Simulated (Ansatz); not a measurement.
# C2H10BNSi: what the fields show

```xyz
15

B    -1.6825   -0.6256   -1.0895
N    -0.8427   -0.1164   -0.0992
C    -1.0380   -0.4416    1.3083
Si    0.5088    0.9418   -0.4718
C     2.1394    0.1216   -0.0878
H    -2.5901   -1.3472   -0.7788
H    -1.4829   -0.3344   -2.2340
H    -0.1829   -0.9917    1.7141
H    -1.9274   -1.0613    1.4245
H    -1.1657    0.4655    1.9079
H     0.4207    1.3081   -1.9043
H     0.3714    2.1628    0.3730
H     2.9652    0.8002   -0.3178
H     2.2684   -0.7852   -0.6834
H     2.2162   -0.1472    0.9683
```

Geometry: PBE0-D4/def2-TZVP.

Method: Ansatz, RKS PBE0-D4/def2-TZVPP.

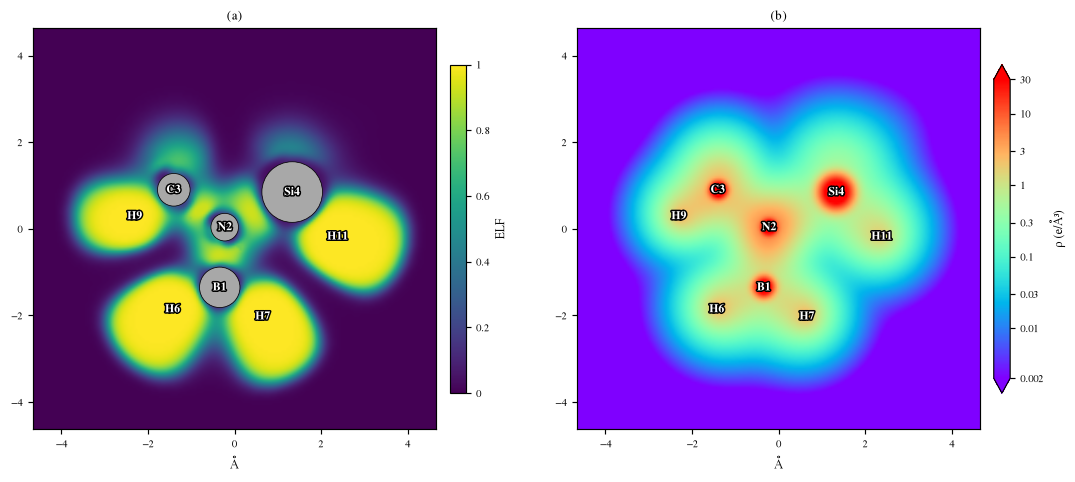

Figure 1. (a) ELF; (b) total electron density on the plane of atoms N2, B1 and H6. Grey discs cover the atomic cores in the ELF map.

Q: Interpret the plot.

A: The section cuts through B, N, C, Si and H sites.
B–N (1.39 Å): the density is about 2 e/Å³ at the midpoint; the ELF peaks at about 0.90 between the atoms; a short, strongly polar bond.
C–N (1.46 Å): ρ is about 1.9 e/Å³ halfway; the ELF peaks at about 0.90 between the atoms (a covalent bond).
Si–N (1.76 Å): ρ is about 1.1 e/Å³ halfway; the ELF peaks at about 0.95 between the atoms: a shared but strongly polarised pair.
C–H (1.09 Å): ρ at the midpoint is about 2.1 e/Å³; the ELF climbs to about 1 towards the hydrogen, as it does in any bond to H; a covalent bond by its length.
B–H (1.20 Å): ρ is about 1.3 e/Å³ halfway; the ELF climbs to about 1 towards the hydrogen; a covalent bond by its length.

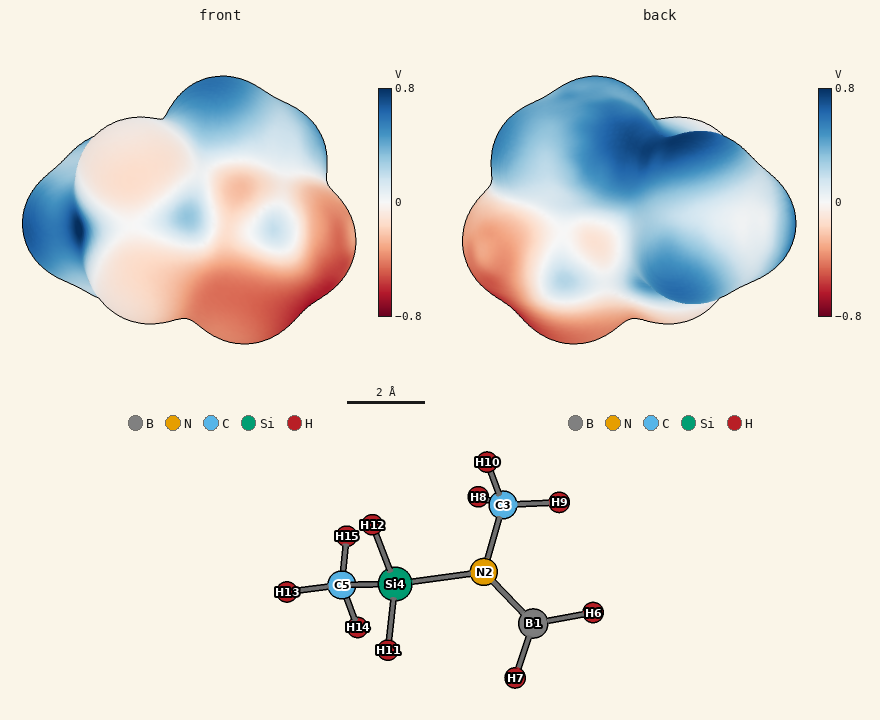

Figure 2. The molecular electrostatic potential painted on the density surface at 0.001 e/bohr³, seen from the front and from behind; red is negative and blue positive. The bare structure is drawn below in the same view.

Q: Where is the surface potential most negative and most positive?

A: The most negative region (about −0.6 V, or −14 kcal/mol for a unit charge) lies over H6, the most positive (about +0.8 V, or +18 kcal/mol for a unit charge) over Si4, H8 and H15.

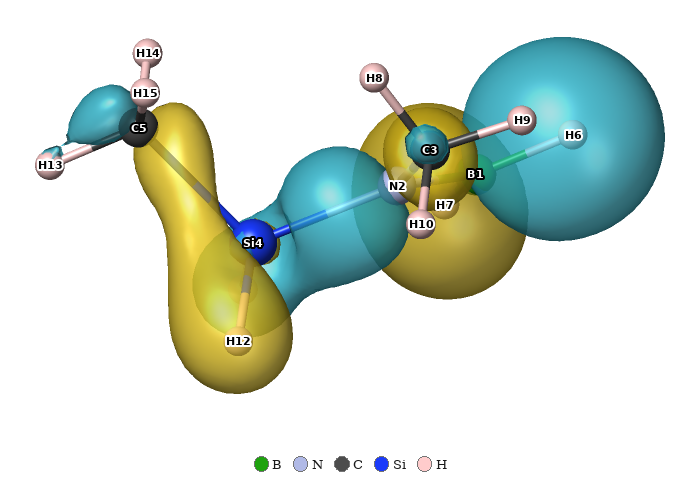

Figure 3. The HOMO−1 at ±0.1 Å⁻³ᐟ² (yellow and cyan are the two phases), seen from one side.

Q: What is the character of this orbital?

A: Its weight (Hirshfeld) is mainly on B1 (about 30 %), H6 (about 20 %), H7 (about 20 %), N2 (about 10 %) and Si4 (about 10 %). Its energy is −8.59 eV.
